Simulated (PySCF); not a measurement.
**One shape, several levels: triplet AlHSClF**

We compute a comparison of 6 runs (UHF/STO-3G, U-wB97M-V/6-311+G**, UBHLYP/6-311+G**, UCAM-B3LYP/6-311+G**, UM06-L/6-311+G**, UPBE/6-311+G**) of triplet AlHSClF. 

The calculation is run with PySCF 2.14.0.

5 further runs of the same task are left out: 5 set aside as unsound or not needed.

### Step 1. The structure to begin with

AlHSClF: 5 atoms, total charge 0, spin state triplet. SMILES of the parent species: `[F][Al]([SH])[Cl]`. The shape is that of a PBE0-D4/def2-TZVP optimisation. This is one conformer, not always the lowest. That shape belongs to the parent species and isn't relaxed for this state.

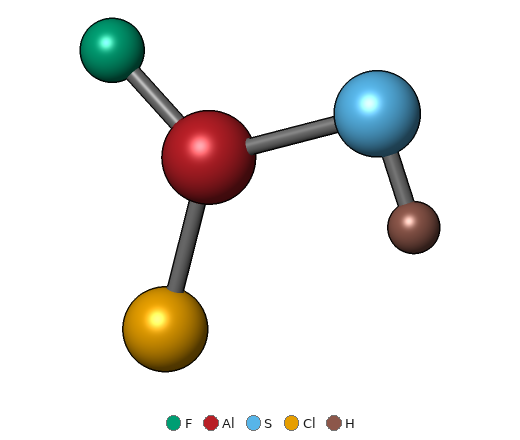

The structure, seen from a chosen angle (fluorine teal, aluminium red, sulfur blue, chlorine amber, hydrogen brown).

### Step 2. A single-point energy at UHF/STO-3G (run 1)

Contents of calc.py:

```python
from pyscf import gto, scf

molecule = gto.Mole()
molecule.atom = '''
F   -1.074800  -1.532300   1.120000
Al  -0.434500  -0.368700   0.162600
S    1.608200   0.228100   0.503500
Cl  -1.607500   0.476200  -1.328000
H    1.558300   1.123100  -0.499600
'''
molecule.spin = 2
molecule.verbose = 4
molecule.basis = 'sto-3g'
molecule.charge = 0
molecule.max_memory = 1860
molecule.build()

myscf = scf.UHF(molecule)
myscf.conv_tol = 1e-10
myscf.kernel()
if not myscf.converged:
    myscf = myscf.newton().run(myscf.mo_coeff, myscf.mo_occ)

energy = myscf.e_tot
print('Final energy', energy)
```

Started as:

```sh
OMP_NUM_THREADS=1 python calc.py
```

Standard output:

```text
PySCF version 2.14.0

[... 40 lines left out ...]
WARN: HOMO 0.0457808544195944 >= LUMO -0.342767796940394
[... 5 lines left out ...]
WARN: HOMO 0.0129888699603199 >= LUMO 0.00675216897815123
[... 66 lines left out ...]
converged SCF energy = -1185.32292381106  <S^2> = 2.0109687  2S+1 = 3.0073035
Final energy -1185.3229238110614
```

Run time: 0.5 s. Hardware: 1 thread of Intel Xeon 6975P-C (Granite Rapids), shared host; peak memory 0.1 GiB.

### Step 3. The energy at U-wB97M-V/6-311+G(d,p) (run 2)

Contents of job.py:

```python
from pyscf import gto, dft

mol = gto.Mole()
mol.atom = '''
F   -1.074800  -1.532300   1.120000
Al  -0.434500  -0.368700   0.162600
S    1.608200   0.228100   0.503500
Cl  -1.607500   0.476200  -1.328000
H    1.558300   1.123100  -0.499600
'''
mol.spin = 2
mol.verbose = 3
mol.max_memory = 1860
mol.basis = '6-311+g**'
mol.build()

myscf = dft.UKS(mol, xc='wb97m-v')
myscf.grids.level = 5
myscf.conv_tol = 1e-10
myscf.nlcgrids.level = 1
myscf.kernel()
if not myscf.converged:
    myscf = myscf.newton().run(myscf.mo_coeff, myscf.mo_occ)

etot = myscf.e_tot
print(f'total energy: {etot:.8f} hartree')
```

Started as:

```sh
OMP_NUM_THREADS=1 python job.py
```

Standard output:

```text
WARN: HOMO -0.0625013425687889 >= LUMO -0.341450279542606

WARN: HOMO -0.183377467563602 >= LUMO -0.291517999694623

WARN: HOMO -0.185110173321405 >= LUMO -0.238580118651527

WARN: HOMO -0.180809522941701 >= LUMO -0.207057870773824

WARN: HOMO -0.182991972018002 >= LUMO -0.202758821840845

WARN: HOMO -0.183771374889062 >= LUMO -0.201549203009407

WARN: HOMO -0.183863852821204 >= LUMO -0.200733453977648

WARN: HOMO -0.183910502529926 >= LUMO -0.200541361546485

WARN: HOMO -0.183903208523745 >= LUMO -0.200498044908642

WARN: HOMO -0.183917664502289 >= LUMO -0.200490776616249

WARN: HOMO -0.1839118517739 >= LUMO -0.200484479392713

WARN: HOMO -0.1839140886552 >= LUMO -0.200486157987172

WARN: HOMO -0.183918612243772 >= LUMO -0.200491750725021

WARN: HOMO -0.183917888390809 >= LUMO -0.200485337354209

WARN: HOMO -0.183920475827065 >= LUMO -0.200489193295383

WARN: HOMO -0.183919833947016 >= LUMO -0.200489059566024

WARN: HOMO -0.183919639742015 >= LUMO -0.200489646855473

WARN: HOMO -0.183919464693332 >= LUMO -0.200489873274577

WARN: HOMO -0.183919486396221 >= LUMO -0.200489986711602

converged SCF energy = -1201.22291516648  <S^2> = 2.0028137  2S+1 = 3.0018752
total energy: -1201.22291517 hartree
```

Run time: 2 min. Hardware: 1 thread of Intel Xeon 6975P-C (Granite Rapids), shared host; peak memory 0.72 GiB.

Runs 3 to 5 aren't shown in full; the table further down has their settings and results.

### Step 4. A single-point energy at UPBE/6-311+G(d,p) (run 6)

Contents of input.py:

```python
from pyscf import gto, dft

mol = gto.M(
    atom='''
F     -2.031078    -2.895627     2.116493
Al    -0.821086    -0.696742     0.307269
S      3.039058     0.431047     0.951477
Cl    -3.037735     0.899888    -2.509556
H      2.944760     2.122351    -0.944107
''',
    spin=2,
    basis='6-311+g**',
    max_memory=1860,
    verbose=4,
    unit='bohr',
)

mf = dft.UKS(mol)
mf.xc = 'pbe'
mf.grids.level = 5
mf.conv_tol = 1e-10
mf.kernel()
if not mf.converged:
    mf = mf.newton().run(mf.mo_coeff, mf.mo_occ)

etot = mf.e_tot
print(f'total energy: {etot:.8f} hartree')
```

Started as:

```sh
OMP_NUM_THREADS=1 python input.py
```

Standard output:

```text
PySCF version 2.14.0

[... 63 lines left out ...]
[... the frontier-level lines of each cycle are left out ...]
[... 23 lines left out ...]
[... 18 lines left out ...]
[... 23 lines left out ...]
[... 23 lines left out ...]
[... 1 line left out ...]
cycle= 17 E= -1200.72823508687  delta_E= -4.58e-10  |g|= 4.35e-06  |ddm|= 7.1e-05


cycle= 18 E= -1200.7282350869  delta_E= -2.09e-11  |g|= 8.38e-07  |ddm|= 4.53e-05


Extra cycle  E= -1200.72823508688  delta_E= 2e-11  |g|= 4.22e-06  |ddm|= 2.77e-05
converged SCF energy = -1200.72823508688  <S^2> = 2.0029495  2S+1 = 3.0019657
total energy: -1200.72823509 hartree
```

Run time: 29 s. Hardware: 1 thread of Intel Xeon 6975P-C (Granite Rapids), shared host; peak memory 0.68 GiB.

### Step 5. Overview of the runs

```csv
run,level,integration grid,nlc grid,energy (Eh),dipole moment (D),HOMO energy (eV),⟨S²⟩,wall time
1,UHF/STO-3G,–,–,-1185.322924,6.69,-0.18,2.011,0.5 s
2,U-wB97M-V/6-311+G**,5,1,-1201.222915,5.54,-5.00,2.003,2 min
3,UBHLYP/6-311+G**,5,–,-1201.271203,5.42,-3.96,2.006,31 s
4,UCAM-B3LYP/6-311+G**,5,–,-1201.315654,5.40,-4.40,2.004,45 s
5,UM06-L/6-311+G**,5,–,-1201.270452,4.84,-2.39,2.007,62 s
6,UPBE/6-311+G**,5,–,-1200.728235,4.02,-2.85,2.003,29 s
```

### Step 6. Results

| quantity | value |
| --- | --- |
| run 6: total energy | -1200.72824 Eh |
| run 6: dipole moment | 4.02 D |
| run 6: HOMO energy (highest over α and β) | -2.85 eV |
| run 6: ⟨S²⟩ | 2.003 |

In words: The dipole moment (its size) runs from 4.02 D (UPBE/6-311+G**) to 6.69 D (UHF/STO-3G). The two ends differ in method and basis. Totals of different functionals can't be ranked against each other. In run 1 the basis is minimal, so the values are rough. All runs together took 4.8 min, the longest 2 min.
